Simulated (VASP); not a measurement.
Band structure of BaSi (space group C2/m). Calculation: PBEsol GGA, VASP's PBE PAW potentials (set 64) (plane waves; VASP 6.6.1).

Unless said otherwise, spin-orbit coupling is left out, though it shifts the bands of the heavy elements here.

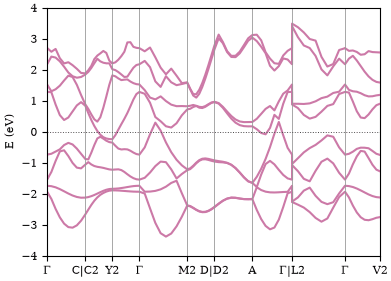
Figure. Bands along high-symmetry lines, zero at the valence-band maximum or, without a gap, the Fermi level

Q: Read the plot: is there a gap, and where are the band edges?

A: It has no gap at this level: it comes out as a metal or semimetal. (Edges off the drawn lines would not show.)

The structure comes from a computed database's BaSi entry (C2/m); how it stands against other phases isn't given here. It was relaxed first.
